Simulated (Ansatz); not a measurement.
The reference is La₂O₃ (space group P-3m1, No. 164; a = 3.906 Å, c = 6.040 Å).

It is then changed as follows: cell and atoms relaxed at a pressure of 3 GPa.

Computed with PBEsol (Ansatz, a program for electronic structure; PAW; 420 eV plane waves; spin-orbit coupling left out).

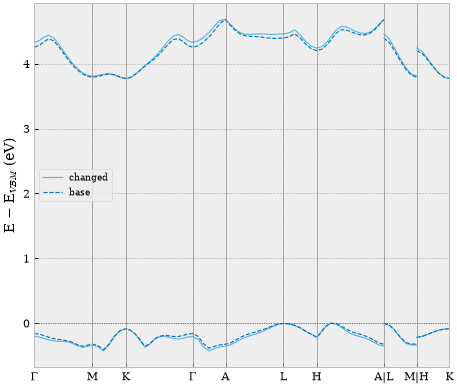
Highest valence and lowest conduction band along the path, each from its own valence-band maximum

From the figure, how large is the changed gap, and is it direct?

About 3.8 eV, indirect, L → K.

Load acts through the strain it causes; cell and atoms are relaxed under it. Stability against distortions was not tested.
